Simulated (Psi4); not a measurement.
# SiH4O2 (Si(OH)2H2) at 6 levels

We compute a comparison of 6 runs (HF/STO-3G, PKZB/DZ, PBE0/def2-SVP, B2PLYP/cc-pVTZ, MP4(SDQ)/aug-pcseg-0) of SiH4O2 (Si(OH)2H2). 

The results are computed with Psi4 1.11.

3 further runs of the same task are left out: 1 that didn't finish, 2 set aside as unsound or not needed.

## 1. The molecule

SiH4O2 has 7 atoms, charge 0, and is taken as a singlet. SMILES: `[H][Si]([H])(O)O`. Geometry: relaxed at GFN2-xTB. This is one conformer, not always the lowest.

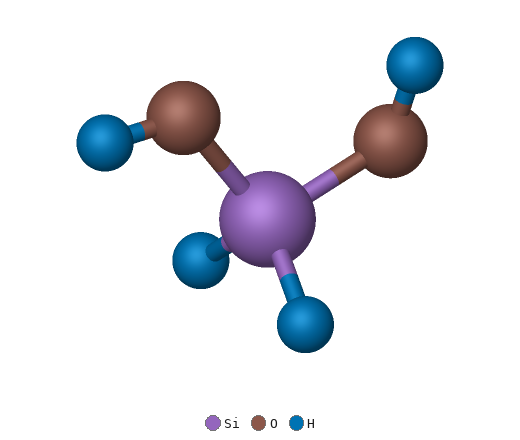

Viewed from a chosen angle; silicon purple, oxygen brown, hydrogen blue.

## 2. The energy at HF/STO-3G (run 1)

File h4o2si.json:

```json
{
 "schema_name": "qcschema_input",
 "schema_version": 1,
 "molecule": {
  "schema_name": "qcschema_molecule",
  "schema_version": 2,
  "symbols": ["Si", "O", "H", "O", "H", "H", "H"],
  "geometry": [-0.47668341, 0.12033776, -0.65492238, -0.37361775, 0.08407392, 2.43067913, -1.88165699, 0.2400897, 3.39502526, 2.42674849, -0.13768545, -1.57193088, 3.65408782, -0.81995217, -0.44261165, -1.37339626, 2.53727858, -1.61577253, -1.9754819, -2.02414234, -1.54046694],
  "molecular_charge": 0,
  "molecular_multiplicity": 1,
  "fix_symmetry": "c1"
 },
 "driver": "energy",
 "model": {
  "method": "hf",
  "basis": "STO-3G"
 },
 "keywords": {
  "puream": true,
  "e_convergence": 1e-09,
  "d_convergence": 1e-08,
  "scf_type": "pk",
  "scf_properties": ["QUADRUPOLE", "DIPOLE", "MULLIKEN_CHARGES"]
 }
}
```

Launch:

```bash
$ psi4 --qcschema h4o2si.json -n 1 --memory 1600MB
```

stdout:

```text
[...]
  Running in c1 symmetry.
[...]
  Nuclear repulsion =  122.218765949476975
[...]
  Multiplicity = 1
[...]
  Nalpha       = 17
  Nbeta        = 17
[...]
    Number of basis functions: 23
[...]
   @RHF iter   1:  -435.53164557663916   -2.01279e+00   1.46707e-02 ADIIS/DIIS
[...]
   @RHF iter  10:  -435.62117373737925   -3.97904e-13   3.53537e-09 DIIS
[...]
    Orbital Energies [Eh]
    ---------------------
    Doubly Occupied:
       1A    -68.038208     2A    -20.166255     3A    -20.161891
       4A     -6.015470     5A     -4.041934     6A     -4.041204
       7A     -4.040289     8A     -1.254794     9A     -1.221236
      10A     -0.693468    11A     -0.580178    12A     -0.528614
      13A     -0.495183    14A     -0.383010    15A     -0.378333
      16A     -0.362619    17A     -0.330449
[...]
  @RHF Final Energy:  -435.62117373737925
   => Energetics <=
    Nuclear Repulsion Energy =            122.2187659494769747
    One-Electron Energy =                -850.2136039153292586
    Two-Electron Energy =                 292.3736642284730465
    Total Energy =                       -435.6211737373792516
[...]
 Multipole Moments:
 ------------------------------------------------------------------------------------
     Multipole            Electronic (a.u.)      Nuclear  (a.u.)        Total (a.u.)
 ------------------------------------------------------------------------------------
 L = 1.  Multiply by 2.5417464519 to convert [e a0] to [Debye]
 Dipole X            :          0.7715174           -1.3424591           -0.5709417
 Dipole Y            :         -0.0048811           -0.1081995           -0.1130806
 Dipole Z            :          0.2524934            0.0433563            0.2958497
 Magnitude           :                                                    0.6529079
 L = 2.  Multiply by 1.3450342976 to convert [e a0^2] to [Debye ang]
 Quadrupole XX       :        -87.3530202           72.1798879          -15.1731323
 Quadrupole XY       :          5.9839896           -6.9430140           -0.9590243
[...]
  Mulliken Charges: (a.u.)
   Center  Symbol    Alpha    Beta     Spin     Total
       1    SI     6.47207  6.47207  0.00000  1.05587
       2     O     4.26378  4.26378  0.00000 -0.52757
       3     H     0.41058  0.41058  0.00000  0.17883
       4     O     4.26358  4.26358  0.00000 -0.52716
       5     H     0.40672  0.40672  0.00000  0.18657
       6     H     0.58941  0.58941  0.00000 -0.17882
       7     H     0.59386  0.59386  0.00000 -0.18773
   Total alpha = 17.00000, Total beta = 17.00000, Total charge = -0.00000
[...]
```

The result, in JSON:

```text
{
 "driver": "energy",
 "model": {
  "method": "hf",
  "basis": "STO-3G"
 },
 "success": true,
 "return_result": -435.62117373737925,
 "properties": {
  "calcinfo_nbasis": 23,
  "calcinfo_nmo": 23,
  "calcinfo_nalpha": 17,
  "calcinfo_nbeta": 17,
  "calcinfo_natom": 7,
  "nuclear_repulsion_energy": 122.21876594947697,
  "return_energy": -435.62117373737925,
  "scf_one_electron_energy": -850.2136039153293,
  "scf_two_electron_energy": 292.37366422847305,
  "scf_dipole_moment": [-0.570941690994233, -0.11308061004513831, 0.29584972625103156],
  "scf_total_energy": -435.62117373737925,
  "scf_iterations": 10
 }
}
```

Run time: 2.4 s. Hardware: 1 thread of Intel Xeon Platinum 8259CL at 2.50GHz (Skylake/Cascade Lake), shared host; peak memory 0.18 GiB.

## 3. The energy at PKZB/DZ (Cholesky decomposition, Cartesian functions) (run 2)

File h4o2si.xyz:

```xyz
7
H4O2Si
Si    -0.252250     0.063680    -0.346570
O     -0.197710     0.044490     1.286260
H     -0.995730     0.127050     1.796570
O      1.284180    -0.072860    -0.831830
H      1.933660    -0.433900    -0.234220
H     -0.726770     1.342670    -0.855030
H     -1.045380    -1.071130    -0.815180
```

File run.py:

```python
import psi4

psi4.set_memory(1600000000)
psi4.set_num_threads(1)
psi4.core.set_output_file('output.dat', False)

with open('h4o2si.xyz') as f:
    atoms = ''.join(f.readlines()[2:])
geom = psi4.geometry('0 1\n' + atoms + 'symmetry c1\nno_reorient\nno_com')

psi4.set_options(dict(basis='DZ', scf_type='cd', orbital_optimizer_package='ooo', puream=False))

E = psi4.energy('pkzb')
print(f'total energy {E:.8f} hartree = {E * 27.211386:.5f} eV')
for k, v in sorted(psi4.core.scalar_variables().items()):
    print(f'{k:45s} {v:18.10f}')
```

Launch:

```bash
$ python run.py
```

output.dat:

```text
[...]
  Running in c1 symmetry.
[...]
  Nuclear repulsion =  122.218765821461631
[...]
  Multiplicity = 1
[...]
  Nalpha       = 17
  Nbeta        = 17
[...]
    Number of basis functions: 46
[...]
   @RKS iter   1:  -441.33307836744609   -4.41333e+02   2.00881e-02 ADIIS+DIIS
[...]
   @RKS iter  10:  -441.67773603215585   -1.40187e-09   1.10292e-07 Converged
[...]
    Orbital Energies [Eh]
    ---------------------
    Doubly Occupied:
       1A    -65.461518     2A    -18.764107     3A    -18.751502
       4A     -5.138878     5A     -3.521709     6A     -3.519517
       7A     -3.516883     8A     -0.957362     9A     -0.931151
      10A     -0.542605    11A     -0.478938    12A     -0.405861
      13A     -0.364037    14A     -0.298063    15A     -0.288855
      16A     -0.266418    17A     -0.243879
[...]
  @RKS Final Energy:  -441.67773603215744
   => Energetics <=
    Nuclear Repulsion Energy =            122.2187658214616306
    One-Electron Energy =                -853.2875262466889126
    Two-Electron Energy =                 328.4415038046711288
    DFT Exchange-Correlation Energy =     -39.0504794116012448
    Empirical Dispersion Energy =           0.0000000000000000
    VV10 Nonlocal Energy =                  0.0000000000000000
    Total Energy =                       -441.6777360321574406
[...]
 Multipole Moments:
 ------------------------------------------------------------------------------------
     Multipole            Electronic (a.u.)      Nuclear  (a.u.)        Total (a.u.)
 ------------------------------------------------------------------------------------
 L = 1.  Multiply by 2.5417464519 to convert [e a0] to [Debye]
 Dipole X            :         -8.8572563            8.1750308           -0.6822255
 Dipole Y            :         -1.3640055            1.1891102           -0.1748954
 Dipole Z            :          3.0681077           -2.5027533            0.5653545
 Magnitude           :                                                    0.9031310
[...]
```

Standard output:

```text
total energy -441.67773603 hartree = -12018.66336 eV
CURRENT ENERGY                                   -441.6777360322
CURRENT REFERENCE ENERGY                         -441.6777360322
DFT FUNCTIONAL TOTAL ENERGY                      -441.6777360322
DFT TOTAL ENERGY                                 -441.6777360322
DFT VV10 ENERGY                                     0.0000000000
DFT XC ENERGY                                     -39.0504794116
GRID ELECTRONS ALPHA                               17.0000004945
GRID ELECTRONS BETA                                17.0000004945
GRID ELECTRONS TOTAL                               34.0000009890
NUCLEAR REPULSION ENERGY                          122.2187658215
ONE-ELECTRON ENERGY                              -853.2875262467
SCF ITERATION ENERGY                             -441.6777360322
SCF ITERATIONS                                     10.0000000000
SCF TOTAL ENERGY                                 -441.6777360322
TWO-ELECTRON ENERGY                               328.4415038047
XC GRID RADIAL POINTS                              75.0000000000
XC GRID SPHERICAL POINTS                          302.0000000000
XC GRID TOTAL POINTS                           151735.0000000000
```

Run time: 14 s. Hardware: 1 thread of Intel Xeon Platinum 8259CL at 2.50GHz (Skylake/Cascade Lake), shared host; peak memory 0.59 GiB.

Runs 3 to 5 aren't shown in full; the table further down has their settings and results.

## 4. A single-point energy at MP4(SDQ)/aug-pcseg-0 (run 6)

File h4o2si.dat:

```
memory 1600 mb

molecule m {
  0 1
  Si
  O 1 1.633853
  H 2 0.950825 1 120.48613
  O 1 1.617015 2 105.49765 3 179.03303
  H 4 0.953578 1 119.40987 2 20.80835
  H 1 1.455856 4 106.20457 5 139.53799
  H 1 1.461658 6 113.15581 4 -121.66999
  symmetry c1
}

set {
  reference rhf
  scf_type direct
  freeze_core true
}

energy('mp4(sdq)/aug-pcseg-0')
```

Launch:

```bash
$ psi4 h4o2si.dat h4o2si.out -n 1
```

h4o2si.out:

```text
[...]
  Running in c1 symmetry.
[...]
  Nuclear repulsion =  122.218778450867049
[...]
  Multiplicity = 1
[...]
  Nalpha       = 17
  Nbeta        = 17
[...]
    Number of basis functions: 55
[...]
   @DF-RHF iter   1:  -440.06965585815522   -5.10889e-01   1.15929e-02 DIIS/ADIIS
[...]
   @RHF iter  16:  -440.22635830544249   -2.89901e-12   6.70660e-09 DIIS
[...]
    Orbital Energies [Eh]
    ---------------------
    Doubly Occupied:
       1A    -68.804494     2A    -20.584475     3A    -20.568302
       4A     -6.121123     5A     -4.326924     6A     -4.326257
       7A     -4.325206     8A     -1.380671     9A     -1.347451
      10A     -0.800824    11A     -0.726131    12A     -0.639865
      13A     -0.601649    14A     -0.549087    15A     -0.534761
      16A     -0.526706    17A     -0.454072
[...]
  @RHF Final Energy:  -440.22635830544249
   => Energetics <=
    Nuclear Repulsion Energy =            122.2187784508670489
    One-Electron Energy =                -851.6542756240830840
    Two-Electron Energy =                 289.2091388677735608
    Total Energy =                       -440.2263583054424885
[...]
 Multipole Moments:
 ------------------------------------------------------------------------------------
     Multipole            Electronic (a.u.)      Nuclear  (a.u.)        Total (a.u.)
 ------------------------------------------------------------------------------------
 L = 1.  Multiply by 2.5417464519 to convert [e a0] to [Debye]
 Dipole X            :          0.0140832            0.2522137            0.2662969
 Dipole Y            :          0.4031754           -1.3236963           -0.9205209
 Dipole Z            :          0.4603048           -0.0002131            0.4600917
 Magnitude           :                                                    1.0629944
[...]
      * MP2 total energy:                   -440.536376584293
[...]
      * MP3 total energy:                   -440.536472030660
[...]
```

Run time: 5.1 s. Hardware: 1 thread of Intel Xeon Platinum 8259CL at 2.50GHz (Skylake/Cascade Lake), shared host; peak memory 0.25 GiB.

## 5. Overview of the runs

```
run                                                  level  integrals  integral approximation  energy (Eh)  dipole moment (D)  HOMO energy (eV)  LUMO energy (eV)  wall time
  1                                              HF/STO-3G         pk                    none  -435.621174               1.66             -8.99             13.60      2.4 s
  2  PKZB/DZ (Cholesky decomposition, Cartesian functions)         cd                Cholesky  -441.677736               2.30             -6.64              0.60       14 s
  3         PKZB/DZ (density fitting, Cartesian functions)    disk_df       program's default  -441.677579               2.30             -6.64              0.60       18 s
  4                                          PBE0/def2-SVP         pk                    none  -441.920992               1.78             -8.20              1.26       17 s
  5       B2PLYP/cc-pVTZ (density fitting for correlation)         pk                    none  -442.291201                  –             -9.80              1.82       68 s
  6                                   MP4(SDQ)/aug-pcseg-0     direct                    none  -440.551336                  –            -12.36              1.10      5.1 s
```

## 6. Outcome

```
                                          quantity          value
                               run 6: total energy  -440.55134 Eh
        run 6: HOMO energy (Hartree–Fock orbitals)      -12.36 eV
        run 6: LUMO energy (Hartree–Fock orbitals)        1.10 eV
      run 6: HOMO–LUMO gap (Hartree–Fock orbitals)       13.45 eV
run 6: correlation energy (7 core orbitals frozen)     -325.0 mEh
```

Over runs 1, 2, 3, 4 the dipole moment (its size) runs from 1.66 D (HF/STO-3G) to 2.30 D (PKZB/DZ). The two ends differ in method and basis. Over runs 1, 2, 3, 4, 5 the HOMO–LUMO gap runs from 7.24 eV (PKZB/DZ) to 22.60 eV (HF/STO-3G). Totals of different functionals can't be ranked against each other. In run 1 the basis is minimal, so the values are rough. All runs together took 2.1 min, the longest 68 s.
